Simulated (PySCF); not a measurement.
**C4H14N2OSi2: NMR shielding calculation**

C4H14N2OSi2, SMILES CC(=O)N[SiH2]CN(C)[SiH3], computed with GIAO PBE0/pcSseg-1 NMR shielding, non-relativistic, gas phase (PySCF 2.14.0).

The geometry comes from this level: GFN2-xTB. It belongs to a series of runs on one base structure; here: H on Si replaced by NHCOCH3. Figures and captions count atoms from 1; the log counts them from 0 in places.

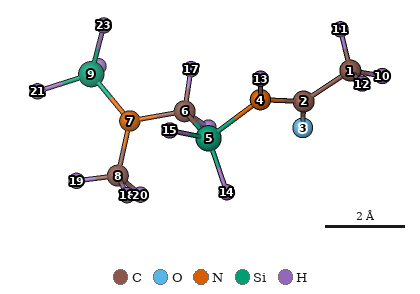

The structure (ball-and-stick view, seen at a tilt; atoms are numbered from 1 in the order of the input).

**Input**
```
{"job": {"kind": "nmr", "xc": "PBE0", "basis": "pcSseg-1"}, "charge": 0, "multiplicity": 1}
C      4.130399     0.064979     0.067635
C      2.696392    -0.392001    -0.022979
O      2.185532    -0.836639    -1.034050
N      1.944155    -0.299591     1.088854
Si     0.295945    -0.894103     0.890514
C     -0.643035     0.214201    -0.348509
N     -2.070326     0.278699    -0.106930
C     -2.716574    -0.995536    -0.259540
Si    -2.928119     1.755770    -0.278923
H      4.621011    -0.079038    -0.890473
H      4.166254     1.118498     0.337636
H      4.652533    -0.506701     0.832311
H      2.351821     0.048469     1.940275
H      0.382196    -2.301226     0.511059
H     -0.218023    -0.733418     2.255816
H     -0.447838    -0.136345    -1.370531
H     -0.243396     1.227987    -0.289547
H     -2.312328    -1.708883     0.465129
H     -3.785420    -0.890867    -0.090042
H     -2.561779    -1.411689    -1.262803
H     -4.212386     1.533302     0.384457
H     -3.180533     2.206653    -1.660768
H     -2.111231     2.764462     0.397359
```

The first line tells a small driver script what to run in PySCF; the rest is the geometry in Å.

Hardware: 1 CPU thread, shared host.

Run as:
```bash
OMP_NUM_THREADS=1 python <driver script> task.json out
```

**Output**
```
coarse grid: 19488 points
cycle   1  E = -923.6857720121  dE =  1.046e+00  |g| = 8.721e-01  |ddm| = 4.223e+00
cycle   2  E = -923.2525914015  dE =  4.332e-01  |g| = 1.708e+00  |ddm| = 2.413e+00
cycle   3  E = -923.8274636683  dE = -5.749e-01  |g| = 2.529e-01  |ddm| = 1.862e+00
cycle   4  E = -923.8396131843  dE = -1.215e-02  |g| = 8.697e-02  |ddm| = 2.430e-01
cycle   5  E = -923.8410300095  dE = -1.417e-03  |g| = 2.415e-02  |ddm| = 7.465e-02
cycle   6  E = -923.8411520620  dE = -1.221e-04  |g| = 5.595e-03  |ddm| = 2.206e-02
cycle   7  E = -923.8411583472  dE = -6.285e-06  |g| = 1.407e-03  |ddm| = 5.326e-03
final grid: 177088 points
cycle   8  E = -923.8983088758  dE = -2.183e-05  |g| = 1.371e-02  |ddm| = 2.715e-02
cycle   9  E = -923.8982199361  dE =  8.894e-05  |g| = 2.555e-02  |ddm| = 2.817e-02
cycle  10  E = -923.8983453721  dE = -1.254e-04  |g| = 2.758e-03  |ddm| = 1.961e-02
cycle  11  E = -923.8983470145  dE = -1.642e-06  |g| = 2.611e-04  |ddm| = 2.434e-03
cycle  12  E = -923.8983470249  dE = -1.042e-08  |g| = 1.621e-04  |ddm| = 4.165e-04
cycle  13  E = -923.8983470304  dE = -5.508e-09  |g| = 3.536e-05  |ddm| = 1.615e-04
cycle  14  E = -923.8983470307  dE = -2.285e-10  |g| = 1.045e-05  |ddm| = 3.767e-05
```

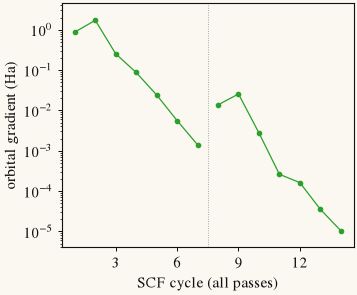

Convergence of the self-consistent field: orbital gradient against the SCF cycle. The dotted line marks the change from a coarse to the final integration grid. The first 7 cycles use a coarse grid, the final grid takes over at cycle 8, and the field converges after 14 cycles in all.

```
converged SCF energy = -923.8983470307

GIAO shielding tensors (ppm)
atom      isotropic    diamagn.    paramagn.     s11        s22        s33       span
  0 C      163.209     249.017     -85.808    139.755    154.792    195.080     55.325
  1 C        7.911     250.491    -242.580    -72.613     -3.739    100.085    172.698
  2 O     -114.809     409.277    -524.085   -408.875   -217.136    281.585    690.461
  3 N      143.680     333.267    -189.588     41.585    156.372    233.082    191.497
  4 Si     388.161     883.183    -495.023    342.971    387.717    433.794     90.822
  5 C      142.135     255.691    -113.556    117.223    125.731    183.451     66.227
  6 N      258.085     326.840     -68.754    223.038    262.217    289.001     65.964
  7 C      143.691     244.746    -101.056    121.127    127.613    182.333     61.207
  8 Si     393.721     881.505    -487.785    333.243    361.764    486.154    152.911
  9 H       29.806      26.579       3.227     25.718     28.217     35.483      9.765
 10 H       29.644      28.771       0.873     26.069     28.853     34.010      7.941
 11 H       29.637      26.189       3.447     25.939     28.678     34.293      8.355
 12 H       27.114      35.703      -8.588     21.749     27.965     31.629      9.880
 13 H       26.478      31.480      -5.002     22.183     26.139     31.112      8.929
 14 H       27.281      32.165      -4.884     23.611     27.022     31.211      7.599
 15 H       28.363      35.160      -6.797     22.469     28.992     33.629     11.160
 16 H       29.259      37.110      -7.851     23.715     29.932     34.130     10.415
 17 H       29.227      30.357      -1.130     24.503     28.182     34.996     10.494
 18 H       28.905      29.199      -0.294     24.223     27.235     35.256     11.032
 19 H       29.153      29.440      -0.287     25.661     26.457     35.341      9.680
 20 H       27.147      30.030      -2.883     23.635     25.403     32.403      8.768
 21 H       26.979      29.504      -2.526     23.391     24.592     32.953      9.562
 22 H       27.156      31.109      -3.952     23.325     26.159     31.985      8.660
```

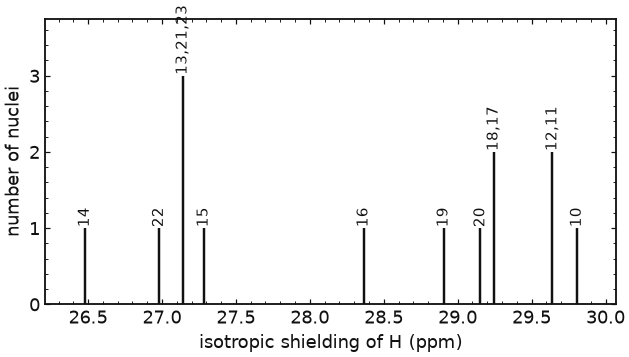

Isotropic shieldings of the hydrogen nuclei in this fixed geometry, labelled by atom number; shielding grows to the right, so chemical shift grows to the left. The least shielded is H14 (26.5 ppm), the most shielded H10 (29.8 ppm).

**Results in brief**

| quantity | value |
| --- | --- |
| outcome | converged |
| total energy | −923.898347 hartree |
| HOMO | −6.08 eV |
| LUMO | 0.33 eV |
| dipole moment | 2.85 D |
| isotropic shielding, C | 7.9 to 163.2 ppm |
| isotropic shielding, O | −114.8 ppm |
| isotropic shielding, N | 143.7 to 258.1 ppm |
| isotropic shielding, Si | 388.2 to 393.7 ppm |
| isotropic shielding, H | 26.5 to 29.8 ppm |
| wall time | 62 s |
| peak memory | 1.1 GiB |
